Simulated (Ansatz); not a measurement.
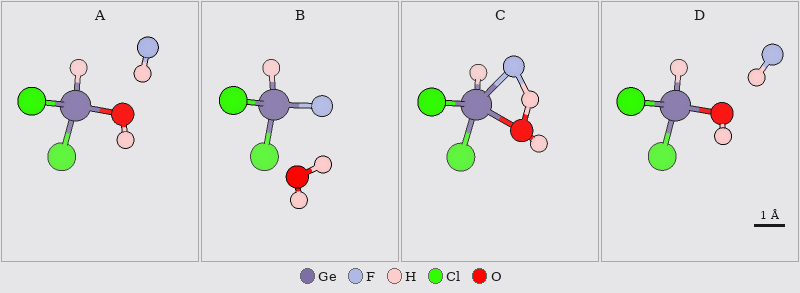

4 geometries from a converged minimum-energy path of GeH3OCl2F, made up at the start of GeHCl2F and H$_{2}$O, shuffled. The picture is a ball-and-stick view, seen from a free direction.

Level of theory: RKS PBE0-D4/def2-mTZVP (Ansatz 0.2.0). Set-up: 5 movable images; climbing image; force threshold 0.03 eV/Å; iteration limit 60; starting path through a guess of the saddle point.

One of them is the converged climbing image. Which?

Answer. C. In order along the path, whose images run from 0 to 6: B (image 0, 0.00 eV), C (image 3, +0.81 eV), A (image 5, +0.06 eV), D (image 6, +0.05 eV). Breaking: F–Ge (1.73 → 3.78 Å), H–O (0.96 → 1.68 Å). Forming: F–H (2.30 → 0.94 Å), Ge–O (3.19 → 1.77 Å).

Limits of the set-up: the start holds two separate molecules, 2.3 Å apart at their closest, whose relative position is a soft coordinate.

The run took 4.7 min on 4 threads of Arm Neoverse V2, with other jobs on the host, peak memory 0.37 GiB.
